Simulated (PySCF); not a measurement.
# C$_{2}$H$_{6}$, SMILES `CC`: electronic structure

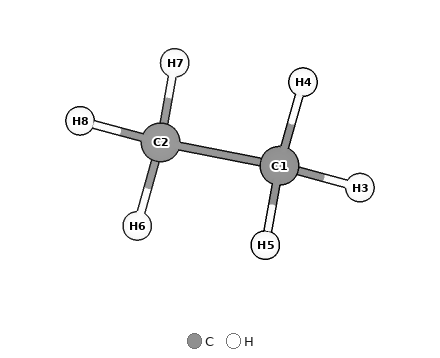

The molecule, with its atoms numbered as below. No frequency check shows the geometry to be a minimum.

Coordinates in Å:

```
C1      -0.7607    0.0000    0.0000
C2       0.7607    0.0000    0.0000
H3      -1.1438    0.3852   -0.9424
H4      -1.1435   -1.0090    0.1375
H5      -1.1438    0.6235    0.8048
H6       1.1437    1.0083   -0.1405
H7       1.1437   -0.6258   -0.8030
H8       1.1437   -0.3825    0.9435
```

Part 1: Bonding charge

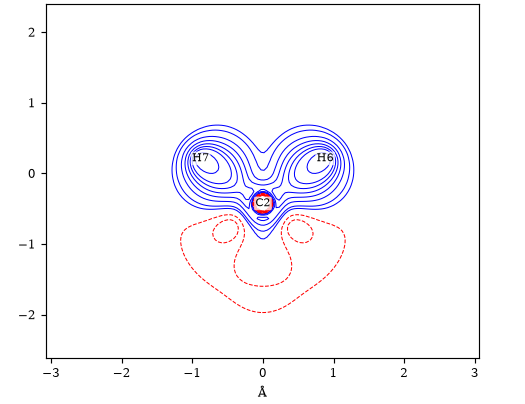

Deformation density (molecule less spherical, spin-averaged free atoms) in the plane of C2, H6 and H7; contours at ±0.05 to ±0.8 e/Å³; solid blue lines: gain, dashed red lines: loss.

Level of theory: PBE0/def2-TZVP (PySCF), at a geometry from GFN2-xTB.

**How much density has each bond in this plane gained at its critical point, relative to the free atoms?**

C2–H7 and C2–H6: +0.71 e/Å³ at the bond critical point (bond length 1.09 Å, Mayer order 1.0). In all, 1.6 electrons gather in the regions of gain relative to the promolecule.

**Where do the Hirshfeld charges lie?**

The highest Hirshfeld charge is on H3, H4, H5, H6, H7 and H8 (+0.04 e), the lowest on C1 and C2 (−0.12 e).

| atom | charge (e) |
| --- | --- |
| C1 | −0.12 |
| C2 | −0.12 |
| H3 | +0.04 |
| H4 | +0.04 |
| H5 | +0.04 |
| H6 | +0.04 |
| H7 | +0.04 |
| H8 | +0.04 |

Part 2: Local ionisation energy

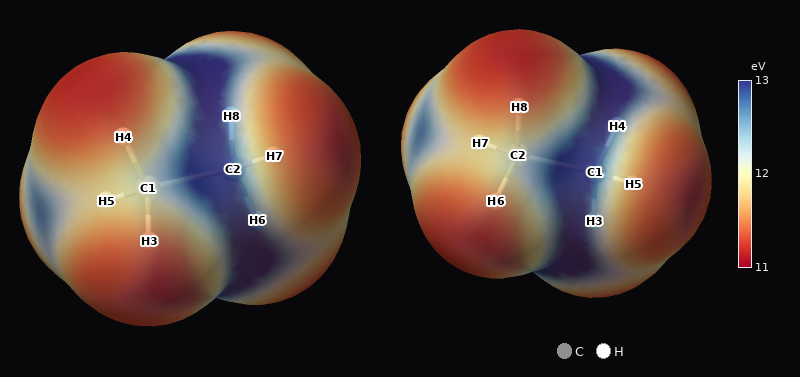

Average local ionisation energy on the surface of electron density 0.001 a.u. (back view left, front view right).

**Where are the most loosely bound electrons on this surface?**

The lowest value is 11.2 eV, 1.4 Å from H4, and at like points elsewhere. For comparison, the highest occupied orbital lies at −9.6 eV.

Part 3: In an electric field

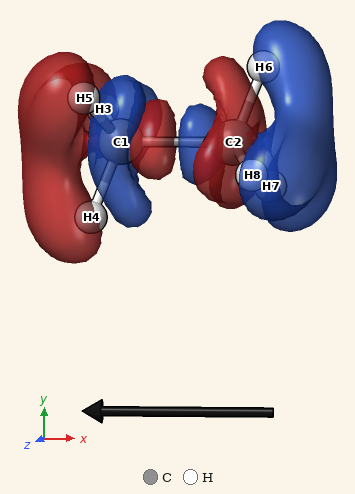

Change of the electron density in a uniform field of 0.21 V/Å along −x (arrow), surfaces at ±0.0015 e/Å³ (blue: gain, red: loss).

Computed with PySCF, PBE0/def2-TZVP, geometry: GFN2-xTB. A basis without diffuse functions makes polarisabilities too small.

The field was applied in both directions; the picture shows the one opposite to the script's first.

**What dipole is induced, and what polarisability does it imply?**

The induced dipole is 0.29 D (along the field); α along this axis, from the fields in both directions, is 29 bohr³ (4.2 Å³).

The PySCF runs shown took 8.1 s and 14 s on 1 thread of Intel(R) Xeon(R) Platinum 8259CL CPU @ 2.50GHz (Skylake/Cascade Lake), on a shared host.
